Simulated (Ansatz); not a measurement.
# Is the response still linear at 0.5 V/Å? 1T-MnSSe bilayer, like faces together

The dipole of a slab grows in proportion to a weak field along its normal. Does the weak-field slope carry to a strong field?

Set-up. Ansatz 0.2.0, plane waves with PAW datasets (its set soft_2), PBE-D4; atoms held at their relaxed places, 18 Å of vacuum, dipole correction, cell area 9.61 Å², spin-polarised, 18×18 k-points, smearing 0.05 eV. Without field the slab has no gap over 0.05 eV.

| run | field (V/Å) | dipole (e·Å) |
| --- | --- | --- |
| run 1 | −0.10 | −0.05600 |
| run 2 | 0.00 | 0.00046 |
| run 3 | 0.10 | 0.05692 |
| run 4 | 0.50 | ? |

**Question.** What value belongs in the row marked “?”, and how far can the other rows tell?

A least-squares line through the 3 rows shown has slope 0.564600 and intercept 0.000460; no row lies more than 0.00001 e·Å off it. A perfect conductor with that slope would be 180.95 × 0.56460 / 9.61 = 10.63 Å thick. At 0.50 it gives 0.564600 × 0.50 + 0.000460 = 0.28276 e·Å, beyond the rows fitted. Rounding and scatter of the rows alone allow about ±0.00002 e·Å there.

The run itself gives 0.28295 e·Å: a miss of +0.00019 e·Å. That is under 1 % of the induced dipole, so the response is still linear.

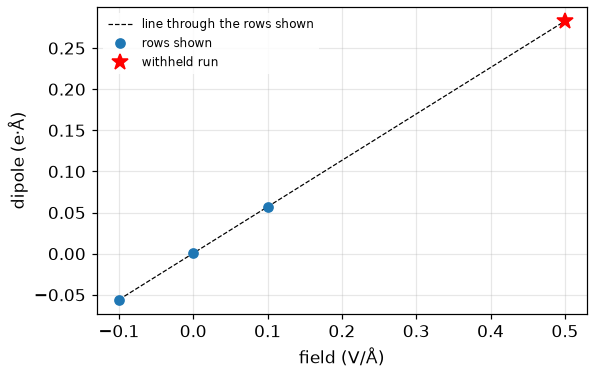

The fit and the withheld run.

Caveats: Ions are held, so this is the electronic response. Of the series that stay linear within 1 %, this collection keeps about one in seven, and it keeps all that bend. With a small gap or none the response hangs on mesh and smearing, which were not varied here.
